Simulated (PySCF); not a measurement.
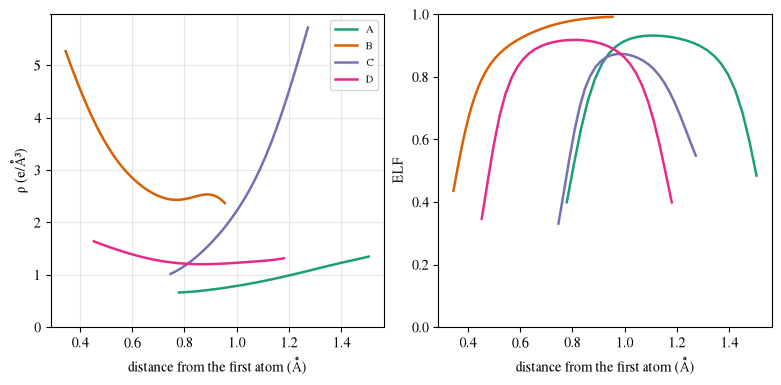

Figure 1: CH6OSSi (SMILES CS[SiH2]O). Electron density and ELF along straight lines between neighbouring atoms. The curves leave out the atomic cores.

Geometry: GFN2-xTB.

Level of theory: PBE0/pcSseg-1, SCF density, gas phase, non-relativistic (PySCF).

Input file:

```
{"job": {"kind": "nmr", "xc": "PBE0", "basis": "pcSseg-1"}, "charge": 0, "multiplicity": 1}
C     -1.775903     0.438168    -0.063748
S     -0.143826     0.966925    -0.658014
Si     1.088414    -0.519131     0.284873
O      2.620266    -0.217516    -0.128363
H     -1.978817    -0.571301    -0.407166
H     -1.800330     0.482541     1.020495
H     -2.503816     1.126008    -0.480602
H      0.945521    -0.388410     1.727970
H      0.703627    -1.827879    -0.223973
H      2.853747     0.515247    -0.692654
```

Run with:

```sh
OMP_NUM_THREADS=1 python probes_run.py task.json out
```

Which curve belongs to which contact (C–S, O–H, Si–O and Si–S)? The first atom named is at distance zero.

Answer. Curve A: Si–S (2.15 Å): ρ is about 0.85 e/Å³ halfway; the ELF peaks at about 0.95 between the atoms, as expected for a shared electron pair. Curve B: O–H (0.95 Å): the density is about 3.7 e/Å³ at the midpoint; the ELF climbs to about 1 towards the hydrogen, as it does in any bond to H; a covalent bond by its length. Curve C: Si–O (1.62 Å): ρ at the midpoint is about 1.2 e/Å³; the ELF peaks at about 0.85 between the atoms; a short, strongly polar bond. Curve D: C–S (1.82 Å): the density is about 1.2 e/Å³ at the midpoint; the ELF peaks at about 0.90 between the atoms: a shared electron pair.
